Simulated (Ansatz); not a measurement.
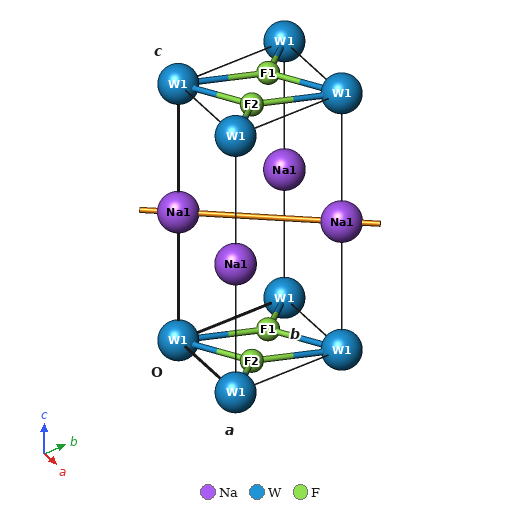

The coloured rod is the axis of a symmetry operation of the crystal. Crystal: NaWF₂, coordinates from a relaxation with DFT PBE, scalar-relativistic, plane waves, PAW (Ansatz); the starting structure was generated, so it need not be a known form of this composition. All values are computed from the atomic coordinates in the standard setting (tolerance 0.002 Å).

a = 3.803 Å, b = 3.803 Å, c = 6.241 Å, α = 90.00°, β = 90.00°, γ = 120.00°.

```json
{"atom": "Na1", "x": "0.0000", "y": "0.0000", "z": "0.5000"}
{"atom": "W1", "x": "0.0000", "y": "0.0000", "z": "0.0000"}
{"atom": "F1", "x": "0.3333", "y": "0.6667", "z": "0.0000"}
{"atom": "F2", "x": "0.6667", "y": "0.3333", "z": "0.0000"}
```

Take the operation x, y, z → y, x, −z+1.

**What kind of operation is it, and where does it lie?**

It is a 2-fold rotation, about the line along [1 1 0] through (1/2, 1/2, 1/2).

**Onto which atom does it carry each atom (up to whole multiples of a, b and c)?**

Na1 → Na1, W1 → W1, F1 → F2, F2 → F1.
